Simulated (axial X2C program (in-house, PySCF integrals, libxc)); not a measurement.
**Linear HZrF at several levels**

How do method and spin–orbit coupling move the bonds and stretches of HZrF, held linear?

The runs use an in-house X2C program for linear molecules on PySCF integrals; all-electron X2C, two-component (2c) or spin-free, H dyall-v3z, Zr dyall-v3z, F dyall-av3z.

All values are calculated.

2 further runs of the same task are left out: 2 set aside as unsound or not needed.

### Step 1. The job

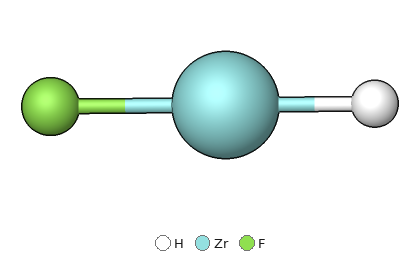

The atoms on one line, bonds 1.860 and 2.180 Å (hydrogen white, zirconium light teal, fluorine green).

task.json

```json
{"zs": [1, 40, 9], "q": 0, "bas": ["dyall-v3z", "dyall-v3z", "dyall-av3z"], "r0": [1.86, 2.18], "symm": 0, "scan": ["PBE0", "HF", "PBE"], "levels": ["PBE0", "HF", "r2SCAN"], "nst": 2}
```

Keys: zs atomic numbers; q charge; bas basis sets; r0 starting distance in Å; symm equal bonds; scan levels of the two-bond scan (MP2 follows by itself at each HF point); levels methods; nst determinants followed.

Command:

```bash
> python solin.py task.json out
```

Masses H 1.008, Zr 89.905, F 18.998 u.

### Step 2. Scan at PBE0, 2c

State: Ω = 1 (beyond evenly filled blocks: ω = -1/2, ω = 3/2). Energies above the lowest point, from the job's result record:

| r(H–Zr) (Å) | r(Zr–F) (Å) | E (meV) |
| --- | --- | --- |
| 1.9081 | 1.8876 | 44.72 |
| 1.9081 | 1.9360 | 10.32 |
| 1.9081 | 1.9844 | 26.92 |
| 1.9570 | 1.8876 | 29.44 |
| 1.9570 | 1.9360 | 0.00 |
| 1.9570 | 1.9844 | 21.07 |
| 1.9570 | 2.0328 | 81.92 |
| 2.0059 | 1.8876 | 34.85 |
| 2.0059 | 1.9360 | 10.04 |
| 2.0059 | 1.9844 | 35.28 |
| 2.0549 | 1.9360 | 37.42 |
| 2.0549 | 2.0328 | 134.66 |

A quadratic surface with cubic terms in each bond gives the minimum at 1.956 and 1.939 Å, force constants 1.35, 3.4 and coupling 0.28 mdyn/Å.

### Step 3. Scan at HF, 2c

State: Ω = 1 (beyond evenly filled blocks: ω = -1/2, ω = 3/2). Energies above the lowest point, from the job's result record:

| r(H–Zr) (Å) | r(Zr–F) (Å) | E (meV) |
| --- | --- | --- |
| 1.9081 | 1.8876 | 87.62 |
| 1.9081 | 1.9360 | 25.14 |
| 1.9081 | 1.9844 | 18.24 |
| 1.9570 | 1.8876 | 59.81 |
| 1.9570 | 1.9360 | 2.37 |
| 1.9570 | 1.9844 | 0.00 |
| 1.9570 | 2.0328 | 41.37 |
| 2.0059 | 1.8876 | 54.73 |
| 2.0059 | 1.9360 | 1.98 |
| 2.0059 | 1.9844 | 3.81 |
| 2.0549 | 1.9360 | 20.76 |
| 2.0549 | 2.0328 | 75.19 |

A quadratic surface with cubic terms in each bond gives the minimum at 1.978 and 1.961 Å, force constants 1.4, 3.36 and coupling 0.28 mdyn/Å.

### Step 4. Scan at PBE, 2c

State: Ω = 1 (beyond evenly filled blocks: ω = -1/2, ω = 3/2). Energies above the lowest point, from the job's result record:

| r(H–Zr) (Å) | r(Zr–F) (Å) | E (meV) |
| --- | --- | --- |
| 1.9081 | 1.8876 | 57.27 |
| 1.9081 | 1.9360 | 12.79 |
| 1.9081 | 1.9844 | 19.09 |
| 1.9570 | 1.8876 | 39.54 |
| 1.9570 | 1.9360 | 0.00 |
| 1.9570 | 1.9844 | 10.75 |
| 1.9570 | 2.0328 | 61.17 |
| 2.0059 | 1.8876 | 41.94 |
| 2.0059 | 1.9360 | 7.03 |
| 2.0059 | 1.9844 | 21.93 |
| 2.0549 | 1.9360 | 30.90 |
| 2.0549 | 2.0328 | 107.36 |

A quadratic surface with cubic terms in each bond gives the minimum at 1.961 and 1.948 Å, force constants 1.3, 3.24 and coupling 0.28 mdyn/Å.

### Step 5. Comparison

| level | r(H–Zr) (Å) | r(Zr–F) (Å) | lower stretch (cm⁻¹) | upper stretch (cm⁻¹) |
| --- | --- | --- | --- | --- |
| PBE0, 2c | 1.956 | 1.939 | 601.3 | 1515.5 |
| HF, 2c | 1.978 | 1.961 | 597.7 | 1540.4 |
| PBE, 2c | 1.961 | 1.948 | 586.4 | 1484.8 |
| MP2, 2c | 1.946 | 1.945 | 602.3 | 1571.2 |
| PBE0, spin-free | 1.956 | 1.938 | 601.7 | 1517.0 |
| HF, spin-free | 1.977 | 1.960 | 598.3 | 1541.8 |
| PBE, spin-free | 1.960 | 1.948 | 586.8 | 1486.4 |
| MP2, spin-free | 1.946 | 1.945 | 602.9 | 1572.8 |

Scans not shown above were run alike.

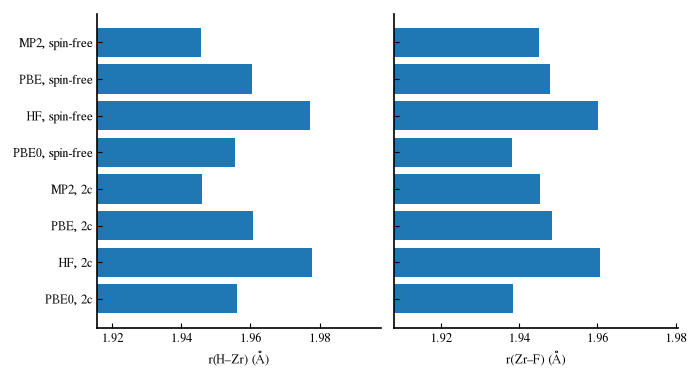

The two bond lengths by level.

In words: Over the levels the H–Zr bond spans 1.946 to 1.978 Å and the Zr–F bond 1.938 to 1.961 Å. At PBE0 spin–orbit coupling leaves both bonds unchanged to 0.001 Å. Each state is one determinant, the lowest of a limited PBE0 search; the stretches come from a fit to few points and are good to some per cent at best. MP2 freezes inner shells (threshold -2 hartree). The molecule was held linear; bending was not examined, so a bent shape may lie lower. Open-shell Ω = 0 determinants with evenly filled partner blocks cannot be reached by this program, so the Ω shown need not be the lowest component. Note: functional without a current term on a determinant with orbital currents, of the molecule or an atom. Note: several unpaired electrons, one determinant need not be a pure state.
